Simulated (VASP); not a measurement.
Band structure of ZrAl (space group Cmcm). Level of theory: PBEsol GGA with spin-orbit coupling, VASP's PBE PAW potentials (set 64) (plane waves; VASP 6.6.1).

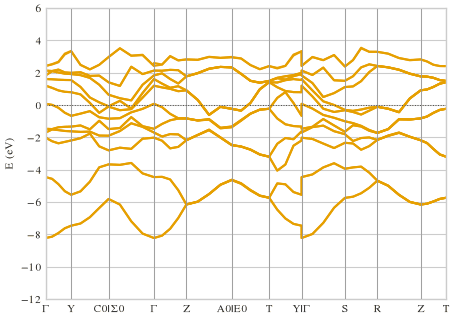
Figure: Bands along high-symmetry lines, zero at the valence-band maximum or, without a gap, the Fermi level

Problem. Read the plot: is there a gap, and where are the band edges?

Solution. It has no gap at this level: it comes out as a metal or semimetal.

The structure comes from a computed database's ZrAl entry (Cmcm); how it stands against other phases isn't given here. It was relaxed first.
